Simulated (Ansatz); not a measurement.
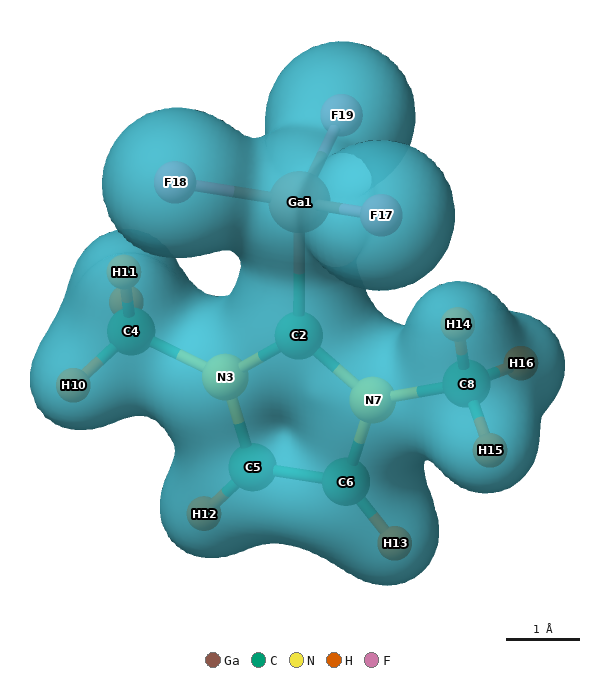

Figure. C5H8F3GaN2 (Ga(IMe)F3). Isosurface of the electron density at 0.2 e/Å³ (cyan), seen at a tilt.

Geometry: PBE-D4/def2-SVP; not at a stationary point (largest force 0.9 eV/Å).

Computed with Ansatz 0.2.0, RKS PBE0-D4/def2-TZVP.

The calculation's input:

```
crystal:
  periodic: [false, false, false]
  atoms:
    - {symbol: Ga, position_ang: [-0.007565, -0.011056, -2.258952]}
    - {symbol: C, position_ang: [0.006356, 0.001486, -0.221785]}
    - {symbol: N, position_ang: [-0.249389, 1.057754, 0.592069]}
    - {symbol: C, position_ang: [-0.558158, 2.402720, 0.107702]}
    - {symbol: C, position_ang: [-0.179060, 0.670919, 1.919300]}
    - {symbol: C, position_ang: [0.134727, -0.667111, 1.923725]}
    - {symbol: N, position_ang: [0.244971, -1.053341, 0.599015]}
    - {symbol: C, position_ang: [0.566593, -2.398612, 0.124351]}
    - {symbol: H, position_ang: [-1.646202, 2.596727, 0.185069]}
    - {symbol: H, position_ang: [-0.007162, 3.147151, 0.712693]}
    - {symbol: H, position_ang: [-0.234059, 2.464927, -0.951605]}
    - {symbol: H, position_ang: [-0.343966, 1.370155, 2.744598]}
    - {symbol: H, position_ang: [0.296413, -1.361448, 2.753780]}
    - {symbol: H, position_ang: [0.893786, -2.316810, -0.932597]}
    - {symbol: H, position_ang: [1.384892, -2.819211, 0.738432]}
    - {symbol: H, position_ang: [-0.324065, -3.053376, 0.197305]}
    - {symbol: F, position_ang: [1.188046, -1.289235, -2.690133]}
    - {symbol: F, position_ang: [0.480114, 1.665999, -2.704704]}
    - {symbol: F, position_ang: [-1.646283, -0.407629, -2.838243]}
basis:
  gaussian: {orbitals: def2-TZVP, initial_orbitals: start.molden}
hamiltonian: {xc: pbe0, dispersion: d4}
scf: {omitted_lower_state_checks: [starts]}
output: {forces: true, orbitals: {seedname: orbitals}}
```

Command:

```sh
ansatz run in.yaml --threads 4 --pin off --events-out ev --progress --plain --max-ram 6963MiB
```

What does this surface tell about the bonding?

Answer. At this value the surface is in one piece. It bridges the sampled C–N (1.36 Å), C–C (1.37 Å), Ga–F (1.78 Å) and C–Ga (2.04 Å) contacts, where the density stays above the isovalue. On the grid the lowest density along these lines, outside the cores, is 2.2 e/Å³ (C–N, 1.36 Å), 2.2 e/Å³ (C–C, 1.37 Å), 0.82 e/Å³ (Ga–F, 1.78 Å) and 0.66 e/Å³ (C–Ga, 2.04 Å).
